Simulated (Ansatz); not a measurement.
**SiF3 (trifluorosilyl) at USVWN5/STO-3G**

Aim: the vertical electron affinity of SiF3 (trifluorosilyl) at USVWN5/STO-3G, from 2 runs. 

Program for the calculation: Ansatz 0.2.0.

45 further runs of the same task are left out: 7 that didn't finish, 38 set aside as unsound or not needed.

## Step 1: The system as given

SiF3: 4 atoms, total charge 0, spin state doublet. SMILES: `F[Si](F)F`. The shape is that of a GFN2-xTB optimisation.

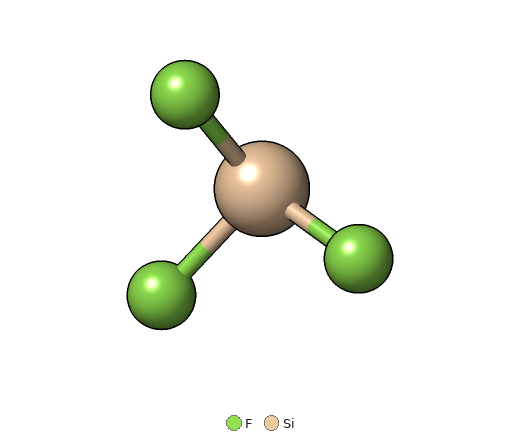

The structure, seen from a chosen angle (fluorine green, silicon light orange).

## Step 2: The energy at USVWN5/STO-3G

Input file run.yaml:

```yaml
crystal:
  periodic: [false, false, false]
  atoms:
    - {symbol: F, position_ang: [0.787890, -0.508980, 1.119030]}
    - {symbol: Si, position_ang: [-0.325240, 0.244050, 0.268860]}
    - {symbol: F, position_ang: [-0.962750, -0.889100, -0.646850]}
    - {symbol: F, position_ang: [0.500100, 1.154030, -0.741040]}
basis:
  gaussian:
    orbitals: STO-3G
magnetization:
  spin_polarized: true
  initial_magnetization: 1
hamiltonian:
  xc: {name: SVWN5}
accuracy: high
```

Started as:

```
$ ansatz run run.yaml --threads 1 --pin off --max-ram 2610MiB --events-out events.jsonl --progress --plain --runs-dir runs
```

The program printed:

```text
Warning: RAYON_NUM_THREADS=1 ignored (pool sized by the plan → 1); use --threads N
Functional definition: SVWN5
  name "SVWN5"
  exchange = slater_x
  correlation = vwn5_c
460 factors; integrals over basis functions are off by at most 3.5e-8 eV
mean field evaluation 1: about -15731.6033 eV, gradient 1.4e1 eV
mean field evaluation 2: about -15729.5565 eV, gradient 2.3e1 eV
mean field evaluation 4: about -15733.2154 eV, gradient 1.4e-1 eV
mean field evaluation 8: about -15733.1995 eV, gradient 1.0e-3 eV
mean field evaluation 16: about -15733.1995 eV, gradient 6.1e-8 eV
mean field -15733.19948523 eV, -578.1844167365 hartree, gradient 6.1e-8 eV, S^2 0.750313; 0 other end points of the search recorded, 0 dependent functions left out
reference -15733.19948645 eV, -578.1844167812 hartree; 21, 20 occupied and 3, 4 virtual orbitals, 460 factors
Total energy: -15733.19948645 eV, -578.1844167812 hartree
```

It took 0.4 s on 1 thread of AMD EPYC 9R45 (Zen 5), shared host.

## Step 3: The singlet anion

Input file in.yaml:

```yaml
basis:
  gaussian: {orbitals: STO-3G}
crystal:
  periodic: [false, false, false]
  atoms:
    - {symbol: F, position_ang: [0.787890, -0.508980, 1.119030]}
    - {symbol: Si, position_ang: [-0.325240, 0.244050, 0.268860]}
    - {symbol: F, position_ang: [-0.962750, -0.889100, -0.646850]}
    - {symbol: F, position_ang: [0.500100, 1.154030, -0.741040]}
accuracy: high
total_charge: -1
hamiltonian: {xc: {name: SVWN5}}
```

Started as:

```
$ ansatz run in.yaml --threads 1 --pin off --max-ram 2610MiB --events-out events.jsonl --progress --plain --runs-dir runs
```

The program printed:

```text
Warning: RAYON_NUM_THREADS=1 ignored (pool sized by the plan → 1); use --threads N
[... 4 set-up lines as earlier in the session ...]
461 factors; integrals over basis functions are off by at most 3.5e-8 eV
mean field evaluation 1: about -15728.0108 eV, gradient 7.0e0 eV
mean field evaluation 2: about -15728.2591 eV, gradient 1.9e0 eV
mean field evaluation 4: about -15728.2735 eV, gradient 9.9e-3 eV
mean field evaluation 8: about -15728.2616 eV, gradient 1.7e-4 eV
mean field -15728.26162478 eV, -578.0029537119 hartree, gradient 4.5e-8 eV, S^2 0.000000; 0 other end points of the search recorded, 0 dependent functions left out
reference -15728.26162602 eV, -578.0029537575 hartree; 21, 21 occupied and 3, 3 virtual orbitals, 461 factors
Total energy: -15728.26162602 eV, -578.0029537575 hartree
```

It took 0.28 s on 1 thread of AMD EPYC 9R45 (Zen 5), shared host.

## Step 4: Summary of results

Level: USVWN5/STO-3G.

```
                                         quantity          value
                       doublet SiF3: total energy  -578.18442 Eh
                               doublet SiF3: ⟨S²⟩          0.750
                      singlet anion: total energy  -578.00295 Eh
vertical electron affinity (to the singlet anion)      -4.938 eV
```

In words: The anion lies 4.94 eV (476 kJ/mol) above the neutral: the electron isn't bound at this level, and such a value depends on the basis. Without diffuse functions anions come out too high. In a minimal basis such a difference can be off by several eV, whatever the method.
